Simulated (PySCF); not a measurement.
# C₅H₃F₂N: geometry, core binding energies

What core binding energies should C₅H₃F₂N (`Fc1cccc(F)n1`) show?

The runs use PySCF 2.14.0, with density-fitted response routines of our own; the level of theory stands in each step. All values are computed, except where a source is named. Atoms count from 0, in the outputs and in this text.

### 1 The molecule as given

11 atoms, charge 0, multiplicity 1; geometry from: GFN2-xTB.

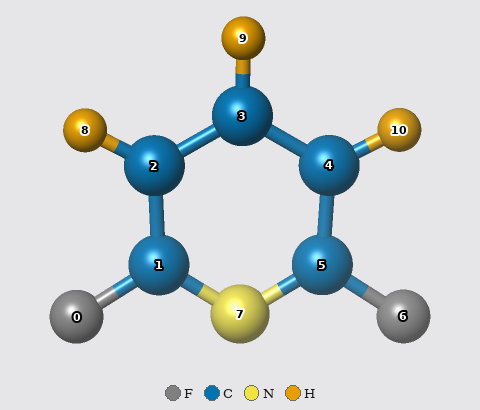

As it starts; fluorine grey, carbon blue, nitrogen yellow, hydrogen amber, atoms numbered.

### 2 Relaxing the molecule at PBE0-D3(BJ)/def2-SVP

What the job is given:

```
{"job": {"xc": "PBE0", "basis": "def2-SVP", "d3": "d3bj", "grid": 2, "kind": "geom"}, "charge": 0, "multiplicity": 1}
F     -2.101210    -1.241540    -0.024640
C     -1.080560    -0.383980    -0.006780
C     -1.332610     0.979190     0.019410
C     -0.231350     1.821180     0.032070
C      1.045330     1.281380     0.019730
C      1.142270    -0.101590    -0.001630
F      2.345000    -0.676780    -0.008580
N      0.117200    -0.923240    -0.015060
H     -2.343630     1.349920     0.028920
H     -0.366800     2.891500     0.051560
H      1.931470     1.893240     0.027230
```

What it wrote:

```text
step   0  E = -445.97817095  max force = 0.012941
step   1  E = -445.97852623  max force = 0.007997
step   2  E = -445.97867011  max force = 0.005709
step   3  E = -445.97894737  max force = 0.001352
step   4  E = -445.97894552  max force = 0.000903
step   5  E = -445.97896203  max force = 0.000123
optimisation converged
```

Wall time 23 s (4 threads of AMD EPYC 9R45 (Zen 5), shared host).

Along the way:

| step | energy from step 0 (eV) | largest force component (eV/Å) |
| --- | --- | --- |
| 0 | 0.0000 | 0.6655 |
| 1 | -0.0097 | 0.4112 |
| 2 | -0.0136 | 0.2936 |
| 3 | -0.0211 | 0.0695 |
| 4 | -0.0211 | 0.0464 |
| 5 | -0.0215 | 0.0063 |

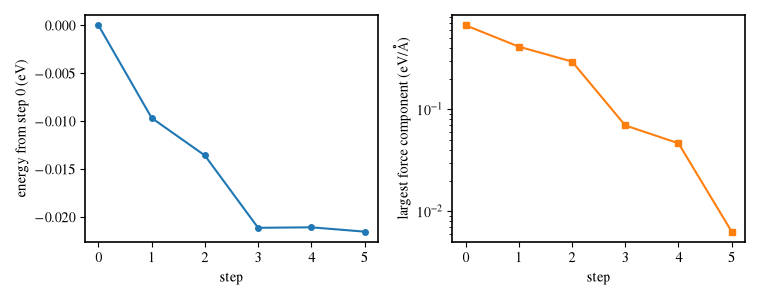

Energy and force, step by step.

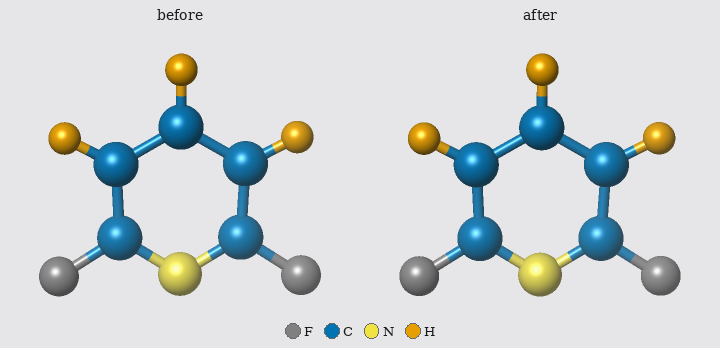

The geometry before (left) and after (right).

Close pairs (by a distance rule), those that changed most:

| bond | before (Å) | after (Å) | change (Å) |
| --- | --- | --- | --- |
| C3–H9 | 1.079 | 1.092 | +0.013 |
| C4–H10 | 1.077 | 1.090 | +0.013 |
| C2–H8 | 1.077 | 1.090 | +0.013 |
| F0–C1 | 1.333 | 1.321 | -0.012 |
| C5–F6 | 1.333 | 1.321 | -0.012 |
| C3–C4 | 1.386 | 1.392 | +0.006 |
| C2–C3 | 1.386 | 1.392 | +0.006 |
| C4–C5 | 1.387 | 1.392 | +0.006 |

The end geometry stands in the next job.

| at the end point | value |
| --- | --- |
| point group (found at 0.08 Å tolerance) | C2v |
| rotational constants (GHz, main isotopes) | 3.765, 1.910, 1.267 |
| dipole moment (D) | 3.54 |

### 3 X-ray photoelectron lines: SCAN, X2C

What the job is given:

```
{"job": {"kind": "xps", "metal_2p": true}, "charge": 0, "multiplicity": 1}
F     -2.106421    -1.224196    -0.017731
C     -1.084751    -0.386381    -0.004974
C     -1.337385     0.982579     0.019428
C     -0.225482     1.820533     0.032633
C      1.055652     1.275061     0.020974
C      1.140104    -0.114528    -0.004213
F      2.333380    -0.682017    -0.017120
N      0.110352    -0.927268    -0.016690
H     -2.361207     1.356173     0.027388
H     -0.358163     2.904604     0.051997
H      1.959030     1.884718     0.030538
```

With the program's defaults for keys left out, this is: delta-SCF UKS SCAN, pcX-2 on the ionised atom (unc-x2c-TZVPall on a metal), pcseg-1 elsewhere, spin-free X2C.

What it wrote:

```text
ground state, core basis on atom 0 (F), 158 functions
  cycle   1  E = -446.76801244  |g| = 7.24e-01
  cycle   2  E = -446.62779191  |g| = 1.15e+00
  cycle   3  E = -446.85608333  |g| = 1.34e-01
  cycle   4  E = -446.85942407  |g| = 7.33e-02
  cycle   5  E = -446.86058313  |g| = 2.44e-02
  cycle   6  E = -446.86072036  |g| = 6.70e-03
  cycle   7  E = -446.86072821  |g| = 4.21e-03
  cycle   8  E = -446.86073262  |g| = 5.24e-04
  cycle   9  E = -446.86073109  |g| = 4.36e-04
  E(ground) = -446.86770320 Eh
hole in F 1s of atom 0
  cycle   1  E = -420.46962875  |g| = 2.58e+00
  cycle   2  E = -419.76617384  |g| = 2.43e+00
  cycle   3  E = -420.88676395  |g| = 9.09e-01
  cycle   4  E = -421.14688939  |g| = 6.39e-01
  cycle   5  E = -421.36082658  |g| = 1.32e-01
  cycle   6  E = -421.36416018  |g| = 1.05e-01
  cycle   7  E = -421.36990653  |g| = 1.72e-02
  cycle   8  E = -421.37001348  |g| = 8.97e-03
  cycle   9  E = -421.37005051  |g| = 4.00e-03
  cycle  10  E = -421.37005965  |g| = 1.53e-03
  cycle  11  E = -421.37006078  |g| = 8.25e-04
  cycle  12  E = -421.37006148  |g| = 6.70e-04
  cycle  13  E = -421.37006410  |g| = 6.36e-04
  cycle  14  E = -421.37006680  |g| = 5.75e-04
  cycle  15  E = -421.37007492  |g| = 4.67e-04
  E(ion) = -421.38378629 Eh   <S^2> = 0.7588   hole on atom = 1.000   binding energy = 693.453 eV
ground state, core basis on atom 1 (C), 158 functions
  cycle   1  E = -446.82278710  |g| = 1.06e-01
  cycle   2  E = -446.81974203  |g| = 1.62e-01
  cycle   3  E = -446.82396422  |g| = 2.05e-02
  cycle   4  E = -446.82399201  |g| = 1.51e-02
  cycle   5  E = -446.82404665  |g| = 1.57e-03
  cycle   6  E = -446.82404701  |g| = 8.03e-04
  cycle   7  E = -446.82404658  |g| = 9.21e-05
  E(ground) = -446.82943246 Eh
hole in C 1s of atom 1
  cycle   1  E = -435.43616110  |g| = 1.52e+00
  cycle   2  E = -433.14029758  |g| = 2.70e+00
  cycle   3  E = -435.75749147  |g| = 6.82e-01
  cycle   4  E = -435.81368045  |g| = 5.98e-01
  cycle   5  E = -436.00197623  |g| = 1.39e-01
  cycle   6  E = -436.00749068  |g| = 7.84e-02
  cycle   7  E = -436.00991570  |g| = 3.50e-02
  cycle   8  E = -436.01056154  |g| = 1.54e-02
  cycle   9  E = -436.01076720  |g| = 8.50e-03
  cycle  10  E = -436.01094999  |g| = 6.92e-03
  cycle  11  E = -436.01118296  |g| = 4.90e-03
  cycle  12  E = -436.01125898  |g| = 3.58e-03
  cycle  13  E = -436.01127292  |g| = 1.18e-03
  cycle  14  E = -436.01127528  |g| = 1.04e-03
  cycle  15  E = -436.01127466  |g| = 4.83e-04
  E(ion) = -436.01654057 Eh   <S^2> = 0.8466   hole on atom = 1.000   binding energy = 294.234 eV
ground state, core basis on atom 2 (C), 158 functions
  cycle   1  E = -446.81825666  |g| = 5.96e-02
  cycle   2  E = -446.81808666  |g| = 3.39e-02
  cycle   3  E = -446.81803928  |g| = 3.54e-02
  cycle   4  E = -446.81835434  |g| = 8.29e-03
  cycle   5  E = -446.81837330  |g| = 8.70e-04
  cycle   6  E = -446.81837303  |g| = 3.51e-04
  E(ground) = -446.82374643 Eh
hole in C 1s of atom 2
  cycle   1  E = -435.53715170  |g| = 1.52e+00
  cycle   2  E = -434.29559614  |g| = 2.14e+00
  cycle   3  E = -435.89720991  |g| = 6.39e-01
  cycle   4  E = -436.00192003  |g| = 4.60e-01
  cycle   5  E = -436.11184684  |g| = 1.12e-01
  cycle   6  E = -436.11569945  |g| = 5.86e-02
  cycle   7  E = -436.11690955  |g| = 1.47e-02
  cycle   8  E = -436.11700704  |g| = 7.49e-03
  cycle   9  E = -436.11703989  |g| = 3.97e-03
  cycle  10  E = -436.11705481  |g| = 2.25e-03
  cycle  11  E = -436.11706732  |g| = 1.28e-03
  cycle  12  E = -436.11707242  |g| = 1.06e-03
  cycle  13  E = -436.11707510  |g| = 6.47e-04
  cycle  14  E = -436.11707750  |g| = 4.46e-04
  E(ion) = -436.12288983 Eh   <S^2> = 0.7792   hole on atom = 1.000   binding energy = 291.185 eV
ground state, core basis on atom 3 (C), 158 functions
  cycle   1  E = -446.81757532  |g| = 5.91e-02
  cycle   2  E = -446.81743893  |g| = 3.20e-02
  cycle   3  E = -446.81747400  |g| = 2.95e-02
  cycle   4  E = -446.81768430  |g| = 3.51e-03
  cycle   5  E = -446.81768717  |g| = 8.79e-04
  cycle   6  E = -446.81768630  |g| = 3.49e-04
  E(ground) = -446.82280248 Eh
hole in C 1s of atom 3
  cycle   1  E = -435.51805306  |g| = 1.51e+00
  cycle   2  E = -434.32251314  |g| = 2.09e+00
  cycle   3  E = -435.87377493  |g| = 6.46e-01
  cycle   4  E = -435.97762074  |g| = 4.67e-01
  cycle   5  E = -436.08845248  |g| = 1.52e-01
  cycle   6  E = -436.09653669  |g| = 6.13e-02
  cycle   7  E = -436.09785103  |g| = 2.11e-02
  cycle   8  E = -436.09808617  |g| = 7.37e-03
  cycle   9  E = -436.09815601  |g| = 5.25e-03
  cycle  10  E = -436.09820113  |g| = 4.80e-03
  cycle  11  E = -436.09824496  |g| = 3.99e-03
  cycle  12  E = -436.09827288  |g| = 1.98e-03
  cycle  13  E = -436.09828275  |g| = 6.83e-04
  cycle  14  E = -436.09828511  |g| = 3.13e-04
  E(ion) = -436.10334724 Eh   <S^2> = 0.8030   hole on atom = 1.000   binding energy = 291.691 eV
ground state, core basis on atom 7 (N), 158 functions
  cycle   1  E = -446.82884217  |g| = 7.53e-02
  cycle   2  E = -446.82875451  |g| = 3.07e-02
  cycle   3  E = -446.82868063  |g| = 3.54e-02
  cycle   4  E = -446.82896523  |g| = 5.51e-03
  cycle   5  E = -446.82897272  |g| = 1.84e-03
  cycle   6  E = -446.82897288  |g| = 3.72e-04
  E(ground) = -446.83305211 Eh
hole in N 1s of atom 7
  cycle   1  E = -431.21404827  |g| = 1.87e+00
  cycle   2  E = -430.00663449  |g| = 2.36e+00
  cycle   3  E = -431.67356030  |g| = 7.01e-01
  cycle   4  E = -431.77654575  |g| = 5.13e-01
  cycle   5  E = -431.91809307  |g| = 1.41e-01
  cycle   6  E = -431.92492516  |g| = 7.05e-02
  cycle   7  E = -431.92677038  |g| = 1.68e-02
  cycle   8  E = -431.92689084  |g| = 6.45e-03
  cycle   9  E = -431.92692043  |g| = 3.32e-03
  cycle  10  E = -431.92693201  |g| = 2.06e-03
  cycle  11  E = -431.92694235  |g| = 1.23e-03
  cycle  12  E = -431.92694993  |g| = 8.87e-04
  cycle  13  E = -431.92695237  |g| = 8.10e-04
  cycle  14  E = -431.92695355  |g| = 1.81e-04
  E(ion) = -431.93063278 Eh   <S^2> = 0.7740   hole on atom = 1.000   binding energy = 405.515 eV
```

It took 20 s on 4 threads of AMD EPYC 9R45 (Zen 5), shared host.

Binding energies by hole, beside the orbital energy of the ground state; the difference holds orbital relaxation and, for a density functional, its self-interaction error:

| hole | stands for | environment | ΔSCF (eV) | −ε (eV) | ⟨S²⟩ |
| --- | --- | --- | --- | --- | --- |
| F1s on F0 | F0, F6 | aryl fluorine | 693.45 | 667.7 | 0.759 |
| C1s on C1 | C1, C5 | aromatic carbon bearing fluorine | 294.23 | 277.5 | 0.847 |
| C1s on C2 | C2, C4 | aromatic CH | 291.19 | 274.6 | 0.779 |
| C1s on C3 | C3 | aromatic CH | 291.69 | 275.1 | 0.803 |
| N1s on N7 | N7 | pyridine-type ring nitrogen | 405.52 | 386.7 | 0.774 |

Each hole run stands for the others of its class of like atoms.

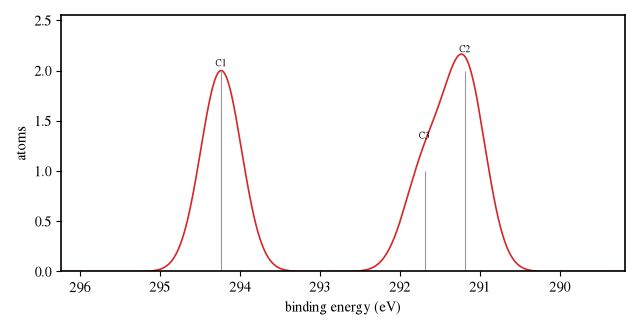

The C1s photoelectron lines, weighted by the number of atoms. Lines are broadened to a width of 0.60 eV (Gaussian).

### 4 Summary of results

```
                            quantity                               value
                         point group                                 C2v
rotational constants (main isotopes)                3.77, 1.91, 1.27 GHz
    C1s binding energies, SCAN/pcX-2  C1 294.23, C3 291.69, C2 291.19 eV
    F1s binding energies, SCAN/pcX-2                        F0 693.45 eV
    N1s binding energies, SCAN/pcX-2                        N7 405.52 eV
```

What this shows: The optimisation took 5 steps and gained 0.022 eV; among the close pairs (by a distance rule), C3–H9 changed most, from 1.079 to 1.092 Å. No frequency check was run at this level, so the end point may be a saddle. At SCAN/pcX-2: The C1s levels kept as sound span 3.05 eV, from C2 (aromatic CH) up to C1 (aromatic carbon bearing fluorine).
